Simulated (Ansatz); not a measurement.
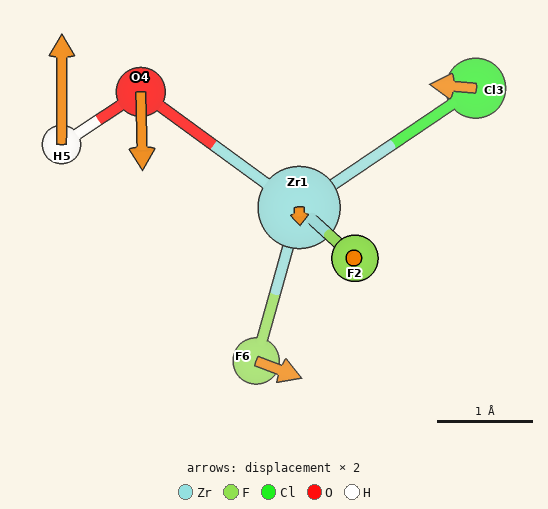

A relaxation of ZrHOClF2. The starting structure is drawn; orange arrows show the displacements, 2 times their true length. The two geometries are superimposed by the best rigid fit.

A ball-and-stick model, seen at a tilt.

The run prepares the start of a later molecular dynamics calculation, from a guessed geometry.

Level of theory: Ansatz, RKS PBE0-D4/def2-SVP. Set-up: no spin polarisation; force threshold 0.02 eV/Å; at most 40 steps.

Question: Which element moves most?

Answer: Hydrogen: up to 0.59 Å, against 0.43 Å for oxygen.

Question: What happened in the run?

Answer: The energy falls by 20.5 kcal/mol in 8 geometry steps. Largest force component: 3.2 eV/Å at the start, 0.01 eV/Å at the end. The atom that moves furthest after the best rigid fit is H5 (0.59 Å). Largest moves by element: H 0.59 Å, O 0.43 Å, F 0.27 Å, Cl 0.26 Å, Zr 0.10 Å. Near-neighbour distances that change, for instance: Zr1–O4 2.069 → 1.891 Å, Zr1–Cl3 2.520 → 2.359 Å, Zr1–F2 1.980 → 1.898 Å, O4–H5 1.010 → 0.958 Å. Bond angles that change, for instance: Zr1–O4–H5 109.5° → 179.5°. Cost: 29 s on 2 threads of Arm Neoverse V1 (shared host), peak memory 0.21 GiB.
